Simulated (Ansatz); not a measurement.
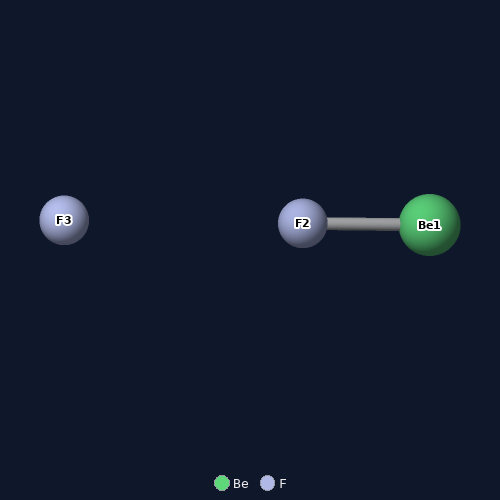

The system is Be + F₂; the picture shows the reference structure. First axis: distance Be1–F2. Second axis: distance F2–F3. Nothing is relaxed (the angle Be1–F2–F3 is fixed at 180 degrees). Grid: 17 × 17 points. Points are written as (first, second). Energies are in kcal/mol, from the lowest grid point. The reference is spin-restricted, so regions where a bond is pulled apart into radicals lie too high. Computed with Ansatz 0.2.0, RHF/def2-TZVPD.

Its coordinates:

```xyz
3

Be   -1.2920    0.0000    0.0000
F     0.0000    0.0000    0.0000
F     2.4310    0.0000    0.0000
```

Range: distance Be1–F2 from 1.248 to 2.848 Å; distance F2–F3 from 0.960 to 2.560 Å.

### What landscape does the calculation give?

The lowest grid point is at (1.292 Å, 2.431 Å). The highest grid point, (1.248 Å, 0.960 Å), lies 320 kcal/mol above the lowest. On the interpolated surface the lowest path from the side where the first distance is long, (2.848 Å, 1.313 Å), to the side where the second distance is long, (1.292 Å, 2.431 Å), has its top at about (1.79 Å, 1.53 Å), about 18 kcal/mol above the start and 54 kcal/mol above the end.

```tsv
distance F2–F3 ↓, distance Be1–F2 →	1.292	1.430	1.601	1.794	2.005	2.231	2.469	2.719
2.431	0	9	32	60	89	112	131	145
2.181	2	10	31	57	82	103	118	129
1.943	10	16	34	55	74	89	100	107
1.717	32	32	42	54	64	71	76	79
1.506	71	59	55	54	53	52	50	49
1.313	108	85	70	59	50	44	39	37
1.142	146	125	109	97	87	79	74	70
1.004	249	230	216	205	195	188	182	179
```

The table holds every second grid line.

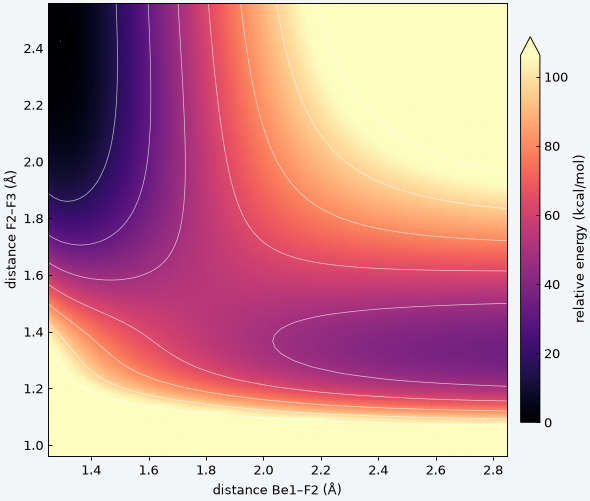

Drawn: a smooth colour map with a few white contour lines, one colour for all values above the top of the scale. Between grid points the surface is interpolated.

Each point was launched as `ansatz run input.yaml --threads 1 --pin off --max-ram 2560MiB --backend cpu --events-out ev --progress --plain --runs-dir out`. The whole map (289 points run) took 4.2 min on 1 thread of Arm Neoverse V2, on a shared host.
